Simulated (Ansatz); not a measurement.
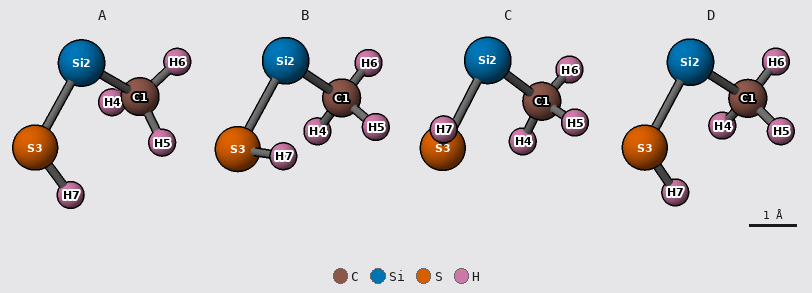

4 geometries from a converged minimum-energy path of CH$_{4}$SSi, shuffled. Style: ball-and-stick. Shown from a free direction.

Level of theory: RKS PBE-D4/def2-SVPD in Ansatz. Settings: 9 movable images; climbing image; force threshold 0.05 eV/Å; iteration limit 60; starting path by image-dependent pair potential.

Q: Which of them lies highest in energy?

A: B. In order along the path, whose images run from 0 to 10: C (image 3, +0.26 eV), B (image 5, +0.67 eV), A (image 8, +0.11 eV), D (image 10, +0.09 eV). The motion is a rotation about the Si2–S3 bond by about 175°, with a turn of about 35° about C1–Si2. No bond forms or breaks between the ends. Among the angles between lasting bonds that change up to the highest image: Si2–S3–H7 97.0° → 89.8°, Si2–C1–H4 117.1° → 112.4°.

Cost: 2.2 min on 2 threads of AMD EPYC 7R43 64-Core Processor (Zen 3) (shared host), peak memory 0.15 GiB.
